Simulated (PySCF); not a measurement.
C₂H₅NSe₂Si (SMILES N#CC[Se][Se][SiH3])

Input

```
{"job": {"kind": "uv", "xc": "CAM-B3LYP", "basis": "def2-SVPD", "nstates": 8, "ntriplets": 3}, "charge": 0, "multiplicity": 1}
N     -1.360196    -1.736860     0.967211
C     -1.690601    -0.662629     0.751078
C     -2.025947     0.694124     0.469201
Se    -0.363835     1.826093     0.570932
Se     0.876492     0.894413    -1.130141
Si     2.246023    -0.551484     0.066275
H     -2.709331     1.097997     1.218075
H     -2.443569     0.796795    -0.534316
H      3.026576    -1.167666    -0.997072
H      1.393955    -1.472098     0.802761
H      3.055856     0.283985     0.949714
```

Run with:

```sh
OMP_NUM_THREADS=1 python probes_run.py task.json out
```

Geometry: GFN2-xTB.

Method: CAM-B3LYP/def2-SVPD, SCF density, gas phase (PySCF 2.14.0).

Predict the electron density and electron localisation function between the atoms.

C–N (1.14 Å): ρ at the midpoint is about 3.6 e/Å³; the ELF peaks at about 0.90 between the atoms; a short, multiple covalent bond.
C–C (1.43 Å): the density is about 1.9 e/Å³ at the midpoint; the ELF peaks at about 0.95 between the atoms, as expected for a covalent bond.
C–Se (2.01 Å): the density is about 0.89 e/Å³ at the midpoint; the ELF peaks at about 0.90 between the atoms (a shared electron pair).

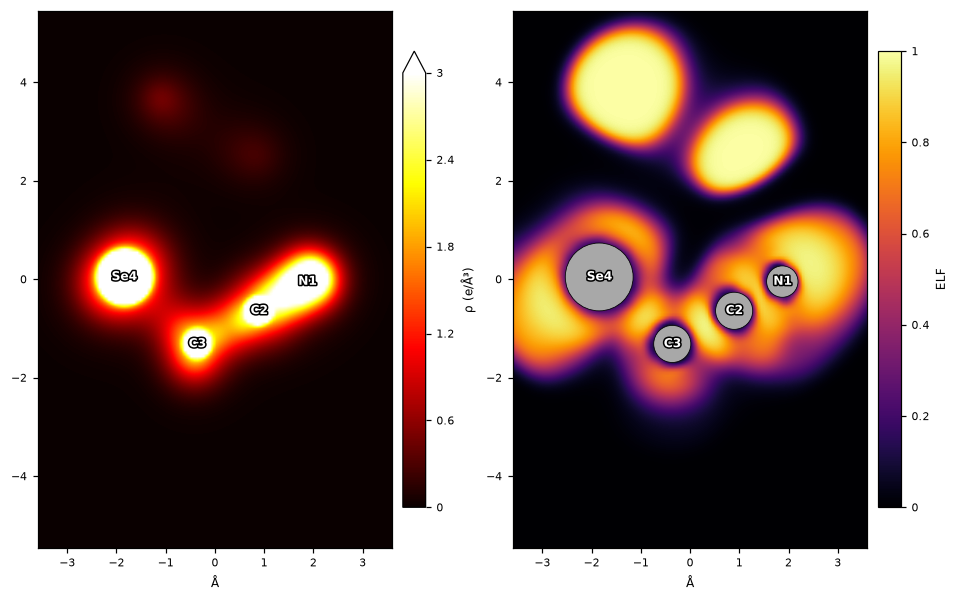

Computed electron density and electron localisation function on the plane of atoms C2, C3 and Se4, in this order. Grey discs cover the atomic cores in the ELF map. 
